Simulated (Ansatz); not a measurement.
## Molecular dynamics, with input and output: C2H8O2Si (part 3 of 3)

C2H8O2Si, SMILES CC(O)[SiH2]O; UKS PBE-d3bjatm/6-31G* (Ansatz 0.2.0). The geometry comes from this level: PBE0-D4/def2-TZVP.

Geometry of the input (Å):
```
C  -0.9894  0.5684  1.1012
C  0.2433  -0.1820  0.6480
O  1.3273  0.7680  0.6053
Si 0.0995  -0.8807  -1.1044
O  -0.1225  0.3710  -2.1521
H  -0.8148  1.0389  2.0720
H  -1.8391  -0.1121  1.1925
H  -1.2576  1.3507  0.3873
H  0.4681  -0.9719  1.3786
H  2.1539  0.2828  0.5349
H  -1.0470  -1.8049  -1.2944
H  1.3768  -1.6039  -1.3858
H  0.4218  1.1409  -1.9683
```

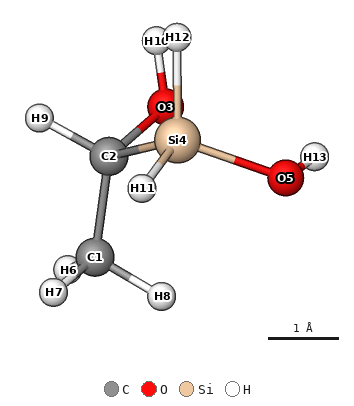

Fig. 1: The geometry at step 25 of the log (ball-and-stick view, seen at an oblique angle; atoms are numbered from 1 in the order of the input).

**Trajectory as extended XYZ, continued**
```
13
Properties=species:S:1:pos:R:3:forces:R:3 step=19 time_fs=19.0 energy=-14164.23442 temperature=225.2
C    -1.0334    0.5876    1.1708    0.2945  -2.0783  -1.1610
C     0.2454   -0.1792    0.6634   -0.2011   1.7643   0.9511
O     1.3699    0.8336    0.6084   -1.2582  -0.8692  -0.5916
Si    0.0772   -0.9546   -1.1329    0.5512   1.7128  -0.1627
O    -0.1019    0.4422   -2.1750    0.4274  -1.2588   0.7927
H    -0.9811    1.0901    2.1318    0.6749   0.3719   0.3448
H    -1.7654   -0.2600    1.3411   -0.0308   0.9270  -0.5195
H    -1.2961    1.2787    0.3579   -0.6106   0.0602   0.1802
H     0.5440   -0.8351    1.4850   -0.0234  -0.8167   0.0283
H     2.1059    0.2125    0.5044    0.8977   0.0740  -0.0257
H    -1.0425   -1.8643   -1.4932   -0.2433   0.0041   0.1360
H     1.3752   -1.7397   -1.3236   -0.2084   0.2415  -0.0636
H     0.6403    1.0645   -1.9898   -0.2699  -0.1328   0.0911
13
Properties=species:S:1:pos:R:3:forces:R:3 step=20 time_fs=20.0 energy=-14164.22436 temperature=221.1
C    -1.0309    0.5869    1.1753    0.3373  -2.1295  -1.3838
C     0.2424   -0.1794    0.6636   -0.1757   2.0253   0.5694
O     1.3684    0.8350    0.6071   -0.7489  -1.2284  -0.6638
Si    0.0755   -0.9526   -1.1345    0.6465   1.4752  -0.1425
O    -0.0978    0.4367   -2.1706    1.2080  -0.2494   0.8031
H    -0.9836    1.0998    2.1235    0.6775   0.4321   0.5598
H    -1.7654   -0.2472    1.3241   -0.1668   0.6577  -0.3215
H    -1.3086    1.2562    0.3607   -0.5878   0.3220  -0.0256
H     0.5496   -0.8266    1.4682    0.0836  -1.1424   0.4361
H     2.1181    0.2076    0.5079    0.3621   0.4712   0.0362
H    -1.0446   -1.8801   -1.4878   -0.1468   0.1454   0.1515
H     1.3745   -1.7482   -1.3469   -0.3055   0.3159   0.0164
H     0.6511    1.1042   -1.9972   -1.1834  -1.0952  -0.0355
13
Properties=species:S:1:pos:R:3:forces:R:3 step=21 time_fs=21.0 energy=-14164.22010 temperature=220.8
C    -1.0282    0.5845    1.1787    0.4496  -1.7833  -1.4066
C     0.2393   -0.1779    0.6643   -0.0378   2.0066   0.3697
O     1.3666    0.8358    0.6054   -0.2970  -1.5020  -0.6959
Si    0.0741   -0.9501   -1.1362    0.6759   1.2333  -0.0942
O    -0.0929    0.4310   -2.1657    1.4687   0.3572   0.6746
H    -0.9797    1.1135    2.1207    0.6311   0.3343   0.4932
H    -1.7671   -0.2280    1.3040   -0.3827   0.2544  -0.0791
H    -1.3266    1.2368    0.3634   -0.4924   0.5065  -0.1447
H     0.5560   -0.8290    1.4556    0.0987  -1.2281   0.5887
H     2.1337    0.2072    0.5117   -0.1513   0.7930   0.0833
H    -1.0481   -1.8946   -1.4810   -0.0482   0.2829   0.1651
H     1.3709   -1.7535   -1.3700   -0.3548   0.3597   0.0876
H     0.6506    1.1334   -2.0048   -1.5599  -1.6145  -0.0417
13
Properties=species:S:1:pos:R:3:forces:R:3 step=22 time_fs=22.0 energy=-14164.26866 temperature=254.5
C    -1.0250    0.5806    1.1810    0.5396  -1.1171  -1.2946
C     0.2361   -0.1748    0.6652    0.2423   1.6502   0.4201
O     1.3645    0.8356    0.6033   -0.0684  -1.5627  -0.6727
Si    0.0728   -0.9472   -1.1379    0.6473   1.0098  -0.0165
O    -0.0872    0.4256   -2.1603    1.2564   0.5133   0.4529
H    -0.9696    1.1305    2.1225    0.5407   0.0943   0.1933
H    -1.7724   -0.2064    1.2831   -0.6050  -0.1817   0.1726
H    -1.3495    1.2222    0.3647   -0.3103   0.5748  -0.1282
H     0.5634   -0.8431    1.4485   -0.0138  -1.0111   0.4216
H     2.1480    0.2144    0.5163   -0.4717   0.9068   0.0999
H    -1.0521   -1.9064   -1.4726    0.0348   0.3992   0.1723
H     1.3638   -1.7555   -1.3924   -0.3522   0.3699   0.1455
H     0.6352    1.1472   -2.0129   -1.4398  -1.6459   0.0339
13
Properties=species:S:1:pos:R:3:forces:R:3 step=23 time_fs=23.0 energy=-14164.35067 temperature=309.4
C    -1.0215    0.5758    1.1823    0.4798  -0.3659  -1.1505
C     0.2331   -0.1704    0.6665    0.6144   1.0407   0.6043
O     1.3624    0.8344    0.6008   -0.1246  -1.3778  -0.5973
Si    0.0718   -0.9439   -1.1396    0.5726   0.8220   0.0936
O    -0.0807    0.4205   -2.1547    0.5840   0.1505   0.1600
H    -0.9544    1.1484    2.1262    0.4179  -0.2063  -0.1876
H    -1.7835   -0.1865    1.2638   -0.7092  -0.5028   0.3950
H    -1.3753    1.2131    0.3647   -0.0538   0.5331   0.0068
H     0.5707   -0.8669    1.4455   -0.2108  -0.5738   0.0568
H     2.1577    0.2303    0.5219   -0.5273   0.7784   0.0870
H    -1.0557   -1.9144   -1.4625    0.0894   0.4819   0.1703
H     1.3534   -1.7539   -1.4134   -0.2975   0.3453   0.1871
H     0.6060    1.1452   -2.0206   -0.8350  -1.1254   0.1744
13
Properties=species:S:1:pos:R:3:forces:R:3 step=24 time_fs=24.0 energy=-14164.39455 temperature=338.5
C    -1.0175    0.5707    1.1826    0.1747   0.2198  -1.0374
C     0.2307   -0.1652    0.6683    0.9867   0.3362   0.7400
O     1.3602    0.8325    0.5979   -0.4595  -0.9738  -0.4822
Si    0.0710   -0.9403   -1.1413    0.4677   0.6783   0.2419
O    -0.0738    0.4154   -2.1490   -0.5319  -0.7885  -0.1999
H    -0.9352    1.1644    2.1281    0.2804  -0.4745  -0.4994
H    -1.8015   -0.1714    1.2483   -0.5822  -0.5946   0.5622
H    -1.4016    1.2091    0.3648    0.2361   0.4229   0.1907
H     0.5759   -0.8963    1.4431   -0.4082  -0.0733  -0.3135
H     2.1624    0.2536    0.5283   -0.3100   0.4357   0.0538
H    -1.0585   -1.9177   -1.4508    0.1080   0.5234   0.1576
H     1.3402   -1.7490   -1.4326   -0.1943   0.2862   0.2107
H     0.5687    1.1325   -2.0267    0.2326   0.0022   0.3754
13
Properties=species:S:1:pos:R:3:forces:R:3 step=25 time_fs=25.0 energy=-14164.35448 temperature=314.5
C    -1.0134    0.5658    1.1821   -0.3498   0.5303  -0.9695
C     0.2290   -0.1597    0.6707    1.2834  -0.3353   0.7132
O     1.3577    0.8299    0.5947   -0.9820  -0.4369  -0.3484
Si    0.0703   -0.9365   -1.1429    0.3555   0.5752   0.4378
O    -0.0673    0.4099   -2.1435   -1.7475  -1.9635  -0.5883
H    -0.9133    1.1758    2.1253    0.1467  -0.6456  -0.6530
H    -1.8250   -0.1620    1.2382   -0.2202  -0.4648   0.6676
H    -1.4258    1.2092    0.3667    0.5063   0.2936   0.3459
H     0.5773   -0.9263    1.4377   -0.5412   0.3619  -0.5596
H     2.1641    0.2812    0.5353    0.1057  -0.0302   0.0160
H    -1.0602   -1.9161   -1.4376    0.0869   0.5205   0.1337
H     1.3250   -1.7413   -1.4498   -0.0505   0.1944   0.2172
H     0.5337    1.1197   -2.0292    1.4069   1.4004   0.5876
13
Properties=species:S:1:pos:R:3:forces:R:3 step=26 time_fs=26.0 energy=-14164.30456 temperature=284.3
C    -1.0096    0.5614    1.1808   -0.9461   0.6033  -0.9405
C     0.2283   -0.1544    0.6736    1.4608  -0.9062   0.5019
O     1.3547    0.8271    0.5913   -1.4644   0.0718  -0.2232
Si    0.0697   -0.9325   -1.1444    0.2631   0.4947   0.6898
O    -0.0618    0.4032   -2.1382   -2.2107  -2.2962  -0.8870
H    -0.8899    1.1811    2.1161    0.0322  -0.6892  -0.6170
H    -1.8506   -0.1570    1.2344    0.2583  -0.2264   0.7152
H    -1.4451    1.2121    0.3720    0.7116   0.1836   0.4192
H     0.5734   -0.9530    1.4268   -0.5833   0.6645  -0.6370
H     2.1668    0.3085    0.5424    0.5108  -0.4508  -0.0065
H    -1.0612   -1.9094   -1.4230    0.0270   0.4737   0.0998
H     1.3094   -1.7318   -1.4650    0.1197   0.0758   0.2104
H     0.5120    1.1204   -2.0261    1.8209   2.0012   0.6748
13
Properties=species:S:1:pos:R:3:forces:R:3 step=27 time_fs=27.0 energy=-14164.32276 temperature=293.9
C    -1.0065    0.5574    1.1788   -1.4412   0.5219  -0.9397
C     0.2288   -0.1499    0.6770    1.4958  -1.3395   0.1325
O     1.3507    0.8243    0.5878   -1.6010   0.3754  -0.1261
Si    0.0693   -0.9284   -1.1456    0.2131   0.4108   0.9940
O    -0.0576    0.3951   -2.1335   -1.5433  -1.1091  -1.0274
H    -0.8662    1.1797    2.1011   -0.0505  -0.6011  -0.3975
H    -1.8738   -0.1542    1.2375    0.7011  -0.0021   0.7116
H    -1.4576    1.2167    0.3812    0.8235   0.1176   0.3876
H     0.5640   -0.9733    1.4099   -0.5320   0.8050  -0.5477
H     2.1744    0.3315    0.5494    0.6162  -0.6437  -0.0011
H    -1.0618   -1.8983   -1.4075   -0.0653   0.3887   0.0584
H     1.2949   -1.7216   -1.4781    0.2930  -0.0562   0.1963
H     0.5078    1.1402   -2.0165    1.0907   1.1323   0.5590
13
Properties=species:S:1:pos:R:3:forces:R:3 step=28 time_fs=28.0 energy=-14164.33981 temperature=304.6
C    -1.0046    0.5538    1.1760   -1.7171   0.3521  -0.9471
C     0.2305   -0.1464    0.6804    1.3784  -1.5981  -0.3582
O     1.3458    0.8217    0.5842   -1.2550   0.4237  -0.0538
Si    0.0689   -0.9240   -1.1464    0.2158   0.2994   1.3222
O    -0.0544    0.3863   -2.1294   -0.5032   0.7419  -1.1049
H    -0.8430    1.1726    2.0822   -0.0932  -0.4022  -0.0348
H    -1.8904   -0.1514    1.2475    1.0004   0.1362   0.6649
H    -1.4622    1.2225    0.3942    0.8299   0.1089   0.2512
H     0.5495   -0.9860    1.3877   -0.3943   0.7659  -0.3077
H     2.1880    0.3484    0.5565    0.2930  -0.5616   0.0230
H    -1.0631   -1.8834   -1.3914   -0.1763   0.2771   0.0136
H     1.2831   -1.7118   -1.4894    0.4378  -0.1799   0.1813
H     0.5140    1.1709   -2.0016   -0.0162  -0.3634   0.3503
13
Properties=species:S:1:pos:R:3:forces:R:3 step=29 time_fs=29.0 energy=-14164.30757 temperature=285.0
C    -1.0041    0.5505    1.1724   -1.7175   0.1596  -0.9162
C     0.2334   -0.1442    0.6836    1.1154  -1.6449  -0.9313
O     1.3401    0.8194    0.5806   -0.6058   0.3321   0.0120
Si    0.0686   -0.9196   -1.1469    0.2693   0.1414   1.6299
O    -0.0515    0.3779   -2.1260    0.2145   2.2405  -1.2093
H    -0.8206    1.1617    2.0630   -0.0975  -0.1472   0.3840
H    -1.8973   -0.1473    1.2638    1.1047   0.1626   0.5848
H    -1.4589    1.2293    0.4096    0.7344   0.1593   0.0300
H     0.5311   -0.9913    1.3625   -0.1838   0.5395   0.0592
H     2.2043    0.3599    0.5638   -0.2820  -0.3326   0.0439
H    -1.0661   -1.8658   -1.3752   -0.2859   0.1560  -0.0293
H     1.2756   -1.7038   -1.4990    0.5218  -0.2712   0.1725
H     0.5201    1.1982   -1.9832   -0.7877  -1.4952   0.1697
13
Properties=species:S:1:pos:R:3:forces:R:3 step=30 time_fs=30.0 energy=-14164.26948 temperature=261.3
C    -1.0049    0.5473    1.1681   -1.4258   0.0416  -0.7765
C     0.2371   -0.1433    0.6861    0.7401  -1.4819  -1.5294
O     1.3340    0.8173    0.5769    0.0334   0.2500   0.0824
Si    0.0683   -0.9151   -1.1467    0.3596  -0.0765   1.8747
O    -0.0484    0.3709   -2.1233    0.4847   3.0689  -1.3454
H    -0.7991    1.1493    2.0474   -0.0825   0.0766   0.7256
H    -1.8937   -0.1416    1.2857    0.9984   0.0742   0.4832
H    -1.4486    1.2376    0.4253    0.5585   0.2511  -0.2329
H     0.5110   -0.9914    1.3379    0.0707   0.1568   0.5038
H     2.2180    0.3683    0.5715   -0.8055  -0.1220   0.0491
H    -1.0718   -1.8467   -1.3592   -0.3700   0.0449  -0.0643
H     1.2730   -1.6984   -1.5069    0.5228  -0.3124   0.1761
H     0.5186    1.2111   -1.9633   -1.0844  -1.9714   0.0536
```

**Summary**

```csv
quantity,value
outcome,finished
mean temperature over the second half,259 K
trajectory,"30 steps, 30 fs"
ensemble,nvt_nose_hoover
temperature in the input,500 K
time step,1 fs
potential energy (last step),−14164.2695 eV
mean-field energy (last step),−14164.0075 eV
dispersion energy (last step),−0.2621 eV
SCF solution under orbital rotations (last step),stable
largest force (length of the vector) (last step),3.386 eV/Å
dipole moment (last step),1.75 D
wall time,53 s (CPU time 3.3 min)
peak memory,0.51 GiB
```

**Notes**

So short a trajectory is not equilibrated. The temperature stays far from the 500 K of the thermostat over the second half: the run isn't equilibrated.
